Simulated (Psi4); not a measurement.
# GeH3Cl (chlorogermane): BP86/pcseg-3 (density fitting, sweep point 4)

Aim: the vertical electron affinity of GeH3Cl (chlorogermane) at BP86/pcseg-3 (density fitting, sweep point 4), from 2 runs. 

Program for the calculation: Psi4 1.11.

## Step 1: The molecule

GeH3Cl: 5 atoms, total charge 0, spin state singlet. SMILES: `[Cl][GeH3]`. The shape is that of a PBE0-D4/def2-TZVP optimisation.

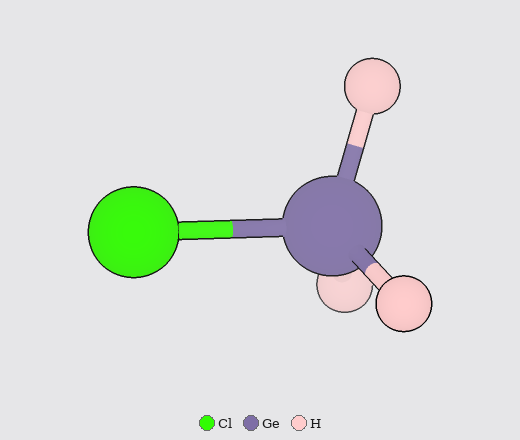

The structure, seen from a chosen angle (chlorine green, germanium purple, hydrogen pink).

## Step 2: The energy at BP86/pcseg-3 (density fitting, sweep point 4)

calc.in reads:

```
memory 1.6 GB

molecule {
  0 1
  Cl    -3.54474826    -0.04743213     1.21188136
  Ge     0.30575769    -0.02626719    -0.11451740
  H      0.30311207     1.24003828    -2.71761514
  H      1.16974047    -2.78488939    -0.26569549
  H      1.86043537     1.47946658     1.80790098
  units bohr
  symmetry c1
}

set basis pcseg-3
set puream true
set scf_type df
set dft_radial_points 99
set dft_spherical_points 590

energy_value, wavefunction = energy('bp86', return_wfn=True)
```

Launch:

```console
$ psi4 -i calc.in -o calc.out -n 1
```

calc.out (excerpt; [...] marks lines left out):

```text
[...]
  Running in c1 symmetry.
[...]
  Nuclear repulsion =  176.393822154375727
[...]
  Multiplicity = 1
[...]
  Nalpha       = 26
  Nbeta        = 26
[...]
    Number of basis functions: 231
[...]
   @DF-RKS iter   1: -2537.59940923271824   -1.14985e+00   1.32866e-02 ADIIS/DIIS
[...]
   @DF-RKS iter   9: -2539.43802939178931   -8.71572e-07   9.60939e-07 DIIS
[...]
    Orbital Energies [Eh]
    ---------------------
    Doubly Occupied:
       1A   -397.109835     2A   -100.697916     3A    -49.149376
       4A    -43.755470     5A    -43.753962     6A    -43.753962
       7A     -9.172857     8A     -6.993082     9A     -6.985993
      10A     -6.985993    11A     -5.997054    12A     -4.215620
      13A     -4.210892    14A     -4.210891    15A     -1.124568
      16A     -1.121624    17A     -1.121624    18A     -1.118307
      19A     -1.118307    20A     -0.745452    21A     -0.523667
      22A     -0.346976    23A     -0.344675    24A     -0.344666
      25A     -0.277124    26A     -0.277121
[...]
  @DF-RKS Final Energy: -2539.43802939178931
   => Energetics <=
    Nuclear Repulsion Energy =            176.3938221543757265
    One-Electron Energy =               -3884.2847775949071547
    Two-Electron Energy =                1277.2064437297024142
    DFT Exchange-Correlation Energy =    -108.7535176809604422
    Empirical Dispersion Energy =           0.0000000000000000
    VV10 Nonlocal Energy =                  0.0000000000000000
    Total Energy =                      -2539.4380293917893141
[...]
 Multipole Moments:
 ------------------------------------------------------------------------------------
     Multipole            Electronic (a.u.)      Nuclear  (a.u.)        Total (a.u.)
 ------------------------------------------------------------------------------------
 L = 1.  Multiply by 2.5417464519 to convert [e a0] to [Debye]
 Dipole X            :          2.3133421           -1.6106043            0.7027378
 Dipole Y            :          0.0126130           -0.0087801            0.0038329
 Dipole Z            :         -0.7971634            0.5550220           -0.2421414
 Magnitude           :                                                    0.7432951
[...]
```

Wall time 18 s (1 thread of Intel Xeon 6975P-C (Granite Rapids), shared host); peak memory 1.2 GiB.

## Step 3: The doublet anion at the same level

calc.dat reads:

```
memory 1600 mb

molecule {
  -1 2
  Cl    -3.54474826    -0.04743213     1.21188136
  Ge     0.30575769    -0.02626719    -0.11451740
  H      0.30311207     1.24003828    -2.71761514
  H      1.16974047    -2.78488939    -0.26569549
  H      1.86043537     1.47946658     1.80790098
  units au
  symmetry c1
}

set {
  reference            uks
  puream               true
  scf_type             df
  dft_radial_points    99
  dft_spherical_points 590
  maxiter              150
}

energy('bp86/pcseg-3')
print_variables()
```

Launch:

```console
$ psi4 -i calc.dat -o calc.out -n 1
```

calc.out (excerpt; [...] marks lines left out):

```text
[...]
  Running in c1 symmetry.
[...]
  Nuclear repulsion =  176.393822154375727
[...]
  Multiplicity = 2
[...]
  Nalpha       = 27
  Nbeta        = 26
[...]
    Number of basis functions: 231
[...]
   @DF-UKS iter   1: -2537.25221016605929   -8.02647e-01   1.37564e-02 DIIS/ADIIS
[...]
   @DF-UKS iter  11: -2539.41464763705017   -7.65330e-07   4.04554e-07 DIIS
[...]
   @S^2 Observed:                7.506169823E-01
[...]
    Orbital Energies [Eh]
    ---------------------
    Alpha Occupied:
       1A   -396.905521     2A   -100.513265     3A    -48.946257
       4A    -43.552397     5A    -43.550742     6A    -43.550742
       7A     -8.989650     8A     -6.808759     9A     -6.803342
      10A     -6.803341    11A     -5.793874    12A     -4.012744
      13A     -4.007785    14A     -4.007784    15A     -0.922548
      16A     -0.919569    17A     -0.919569    18A     -0.916131
      19A     -0.916130    20A     -0.568255    21A     -0.336405
      22A     -0.167772    23A     -0.163007    24A     -0.162999
      25A     -0.103441    26A     -0.103437    27A      0.094539
    Alpha Virtual:
[...]
  @DF-UKS Final Energy: -2539.41464763705017
   => Energetics <=
    Nuclear Repulsion Energy =            176.3938221543757265
    One-Electron Energy =               -3894.2803877775054389
    Two-Electron Energy =                1287.3997906089998651
    DFT Exchange-Correlation Energy =    -108.9278726229204182
    Empirical Dispersion Energy =           0.0000000000000000
    VV10 Nonlocal Energy =                  0.0000000000000000
    Total Energy =                      -2539.4146476370501659
[...]
 Multipole Moments:
 ------------------------------------------------------------------------------------
     Multipole            Electronic (a.u.)      Nuclear  (a.u.)        Total (a.u.)
 ------------------------------------------------------------------------------------
 L = 1.  Multiply by 2.5417464519 to convert [e a0] to [Debye]
 Dipole X            :          0.3439511           -1.6106043           -1.2666532
 Dipole Y            :          0.0014199           -0.0087801           -0.0073602
 Dipole Z            :         -0.1186786            0.5550220            0.4363434
 Magnitude           :                                                    1.3397238
[...]
```

Run time: 31 s. Hardware: 1 thread of Intel Xeon 6975P-C (Granite Rapids), shared host; peak memory 1.2 GiB.

## Step 4: Outcome

Level: BP86/pcseg-3 (density fitting, sweep point 4).

```
                                         quantity           value
                     singlet GeH3Cl: total energy  -2539.43803 Eh
                    singlet GeH3Cl: dipole moment          1.89 D
                      singlet GeH3Cl: HOMO energy        -7.54 eV
                      singlet GeH3Cl: LUMO energy        -1.49 eV
                    singlet GeH3Cl: HOMO–LUMO gap         6.05 eV
                      doublet anion: total energy  -2539.41465 Eh
doublet anion: HOMO energy (highest over α and β)         2.57 eV
 doublet anion: LUMO energy (lowest over α and β)         3.11 eV
                              doublet anion: ⟨S²⟩           0.751
vertical electron affinity (to the doublet anion)       -0.636 eV
```

In words: The anion lies 0.64 eV (61.4 kJ/mol) above the neutral: the electron isn't bound at this level, and such a value depends on the basis. Without diffuse functions anions come out too high. The HOMO (doublet anion) lies at positive energy, 2.57 eV, as semi-local functionals often give for anions; only total energies tell whether the electron is bound.
